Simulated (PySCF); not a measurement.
**C$_{7}$H$_{8}$Cl$_{2}$Si (SMILES C=C1C=C([SiH2]C(Cl)Cl)C1=C): density, localisation and related maps**

```
atom    x (Å)    y (Å)    z (Å)
   C   3.0118   1.0524  -0.5870
   C   1.8550   0.5723  -0.1604
   C   0.8609   0.9347   0.8537
   C   0.0491  -0.1180   0.5542
  Si  -1.6025  -0.7275   1.1653
   C  -2.9295   0.3832   0.3023
  Cl  -2.6854   2.0747   0.7851
  Cl  -2.7619   0.2385  -1.4619
   C   0.9796  -0.5872  -0.5058
   C   1.0040  -1.5806  -1.3734
   H   3.4476   1.9385  -0.1562
   H   3.5585   0.5752  -1.3821
   H   0.8028   1.7409   1.5606
   H  -1.7813  -0.5268   2.6031
   H  -1.8797  -2.0983   0.7389
   H  -3.9636   0.1396   0.5386
   H   1.8190  -1.7019  -2.0665
   H   0.2069  -2.3034  -1.4204
```

Geometry: GFN2-xTB.

Method: PySCF, PBE0/pcSseg-1, SCF density, gas phase, non-relativistic.

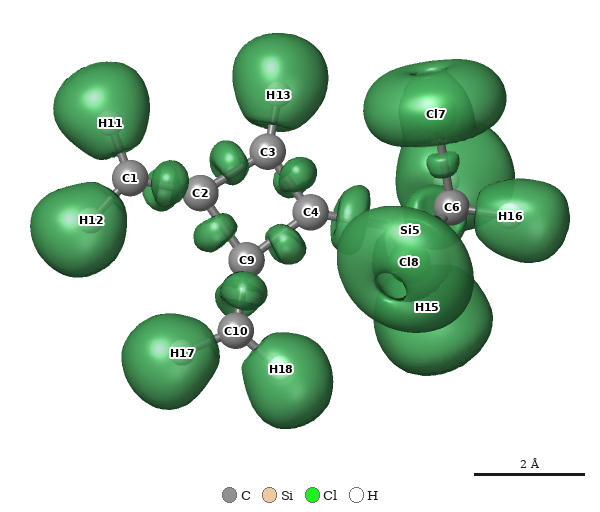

Figure 1. Isosurface of the electron localisation function at 0.8 (green), seen across its widest extent. Only the valence region is drawn (cores and ρ < 0.01 e/Å³ removed).

**What do the ELF domains correspond to?**

The ELF exceeds this value in six regions between bonded C–C atoms (shared pairs), two regions between bonded C–Cl atoms (shared pairs), two regions between bonded C–Si atoms (shared pairs), eight regions around hydrogen nuclei and two rings or bowls of non-bonding electrons around Cl. Along the contacts the grid gives the following. C–C (1.32 Å): the ELF peaks at about 0.90 between the atoms (a short, multiple covalent bond). C–Cl (1.78 Å): the ELF peaks at about 0.90 between the atoms: a covalent bond.

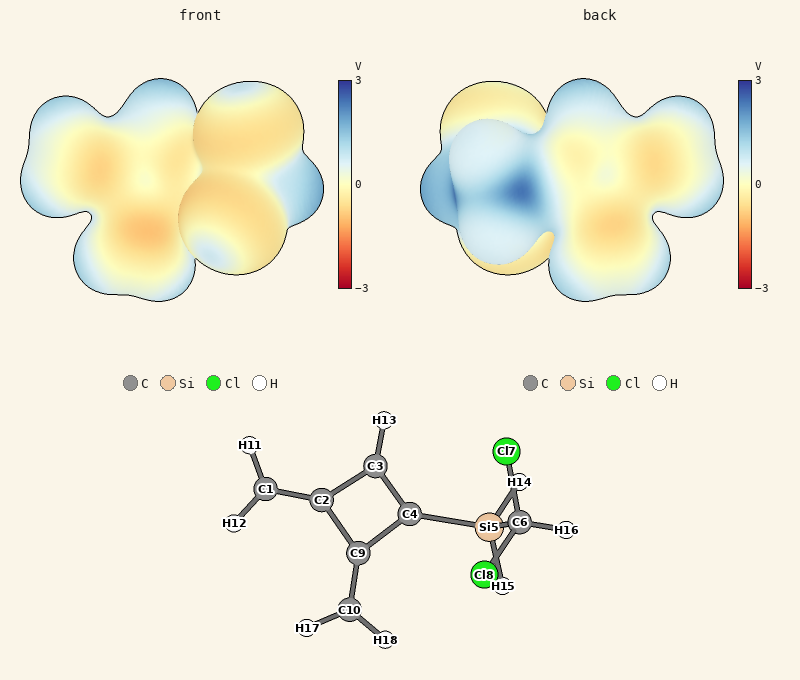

Figure 2. The molecular electrostatic potential painted on the density surface at 0.004 e/bohr³, seen from the front and from behind; the colour scale runs from red (negative) to blue (positive). The bare structure is drawn below in the same view.

**Describe the electrostatic potential map.**

The most negative region (about −0.9 V, or −21 kcal/mol for a unit charge) lies over Cl8, C9 and C10, the most positive (about +2.2 V, or +51 kcal/mol for a unit charge) over Si5. Cl7 shows a σ-hole: about +0.8 V, or +18 kcal/mol for a unit charge at the tip opposite its bond, against about −0.3 V on its flanks. Cl8 shows a σ-hole: about +0.7 V, or +16 kcal/mol for a unit charge at the tip opposite its bond, against about −0.5 V, or −12 kcal/mol for a unit charge on its flanks.

**What dipole moment does the calculation give?**

Its dipole moment is 1.69 D.

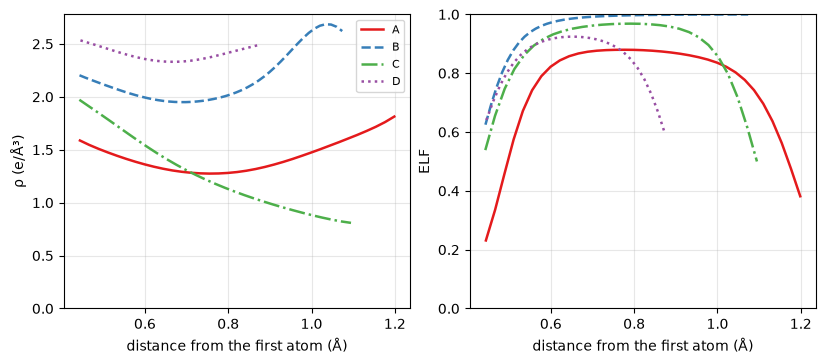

Figure 3. Total electron density and ELF along straight lines between neighbouring atoms. The curves leave out the atomic cores.

**Which curve belongs to which contact (C–C, C–Cl, C–H and C–Si)? The first atom named is at distance zero.**

Curve A: C–Cl (1.78 Å): the density is about 1.3 e/Å³ at the midpoint; the ELF peaks at about 0.90 between the atoms, as expected for a shared electron pair. Curve B: C–H (1.07 Å): ρ is about 2.1 e/Å³ halfway; the ELF climbs to about 1 towards the hydrogen, as it does in any bond to H: an ordinary covalent bond to hydrogen. Curve C: C–Si (1.86 Å): ρ is about 0.95 e/Å³ halfway; the ELF peaks at about 0.95 between the atoms: a shared electron pair. Curve D: C–C (1.32 Å): ρ at the midpoint is about 2.3 e/Å³; the ELF peaks at about 0.90 between the atoms; a multiple bond.
